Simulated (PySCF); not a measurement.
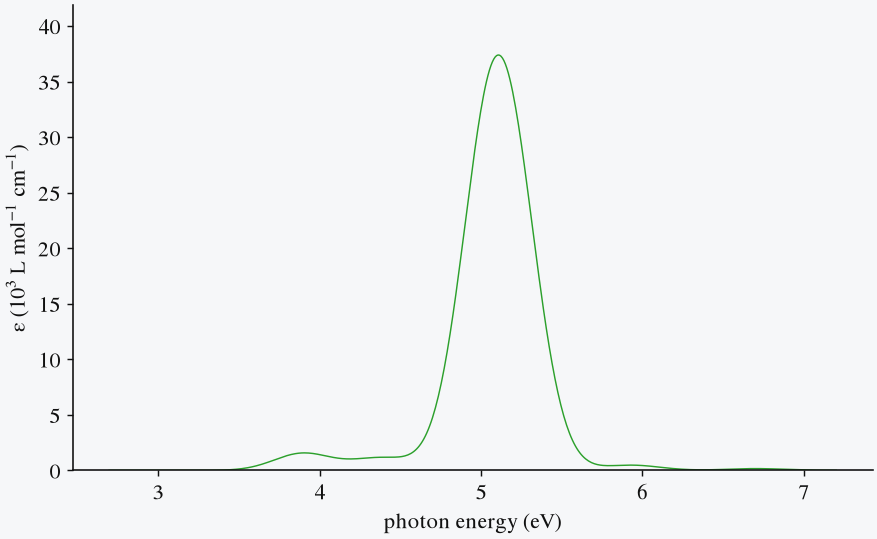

Computed absorption of C₆H₈OP₂, SMILES COc1pccc(C)p1. Vertical TDDFT excitations, ωB97X-D/def2-SVPD with PySCF, at a PBE0-D3(BJ)/def2-SVP geometry (no frequency check), gas phase. The lowest 10 singlet states are shown; each is broadened by a Gaussian of 1/e half-width 0.25 eV.

Question: Which of the computed transitions is the brightest, and what character does the calculation give it?

Answer: S5 at 5.03 eV (247 nm), f = 0.347, mainly HOMO → LUMO+1 (52 %).

Question: Where is the lowest singlet, and is it bright?

Answer: S1 lies at 3.90 eV (318 nm) with f = 0.024, mainly HOMO → LUMO (76 %); it is weak.

Known limits of this run: one conformer of a flexible molecule; core orbitals are frozen in the response.
